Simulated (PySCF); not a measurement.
# C$_{5}$H$_{8}$N$_{2}$OSi: what the fields show

```xyz
17

Si    3.3350    0.5913   -0.4160
C     1.7000   -0.3138   -0.5832
N     1.4721   -1.4437   -1.1695
N     0.1589   -1.7148   -1.0458
C    -0.3676   -0.7336   -0.3815
C    -1.7639   -0.6076    0.0078
C    -2.0991   -0.0314    1.3617
C    -2.3851    0.7599    0.1326
O     0.5565    0.1967   -0.0548
H     4.3831   -0.4133   -0.2876
H     3.2204    1.4265    0.7817
H     3.5169    1.4301   -1.6013
H    -2.3646   -1.4213   -0.3731
H    -2.9217   -0.4758    1.9000
H    -1.2776    0.2787    1.9893
H    -1.7607    1.6136   -0.0835
H    -3.4096    0.8706   -0.1866
```

Geometry: GFN2-xTB.

Level of theory: PySCF 2.14.0, PBE0/pcSseg-1, SCF density, gas phase, non-relativistic.

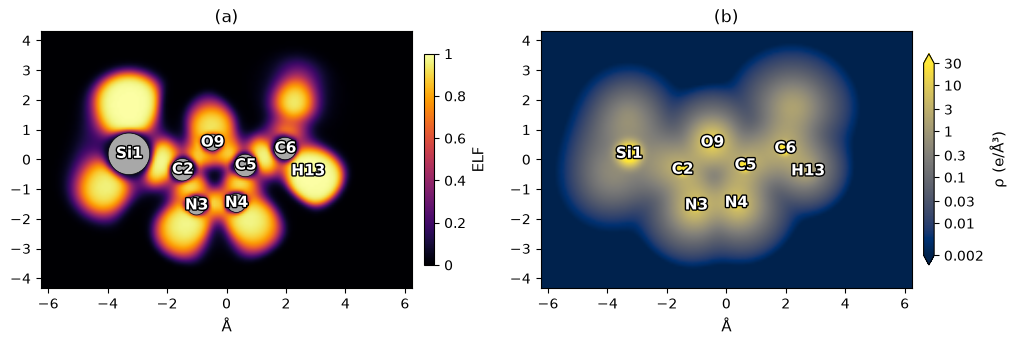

Figure 1. (a) electron localisation function; (b) electron density on the plane of atoms C5, C6 and H13. Grey discs cover the atomic cores in the ELF map.

**Interpret the plot.**

The plane passes through Si, C, N, O and H nuclei. C–N (1.29 Å): ρ at the midpoint is about 2.7 e/Å³; the ELF peaks at about 0.90 between the atoms (a covalent bond). N–N (1.35 Å): ρ is about 2.5 e/Å³ halfway; the ELF peaks at about 0.90 between the atoms, as expected for a covalent bond. C–O (1.35 Å): the density is about 2.4 e/Å³ at the midpoint, with its minimum of 2 e/Å³ about 0.5 Å from C; the ELF peaks at about 0.90 between the atoms: a polar covalent bond. C–C (1.46 Å): the density is about 1.9 e/Å³ at the midpoint; the ELF peaks at about 0.95 between the atoms, as expected for a covalent bond. C–Si (1.88 Å): ρ at the midpoint is about 0.94 e/Å³; the ELF peaks at about 1 between the atoms: a shared electron pair. The ELF also peaks beside N3, N4 and O9, away from the bonds: lone-pair regions.

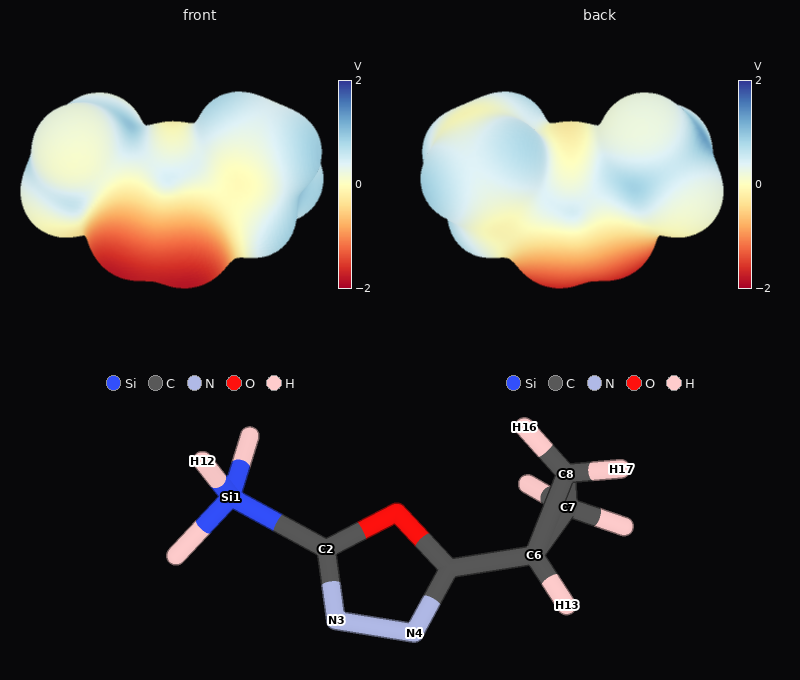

Figure 2. The molecular electrostatic potential painted on the density surface at 0.001 e/bohr³, seen from the front and from behind; red is negative and blue positive. The bare structure is drawn below in the same view.

**Where is the surface potential most negative and most positive?**

The most negative region (about −1.8 V) lies over N3 and N4, the most positive (about +1.2 V) over Si1.

**What dipole moment does the calculation give?**

Its dipole moment is 3.72 D.
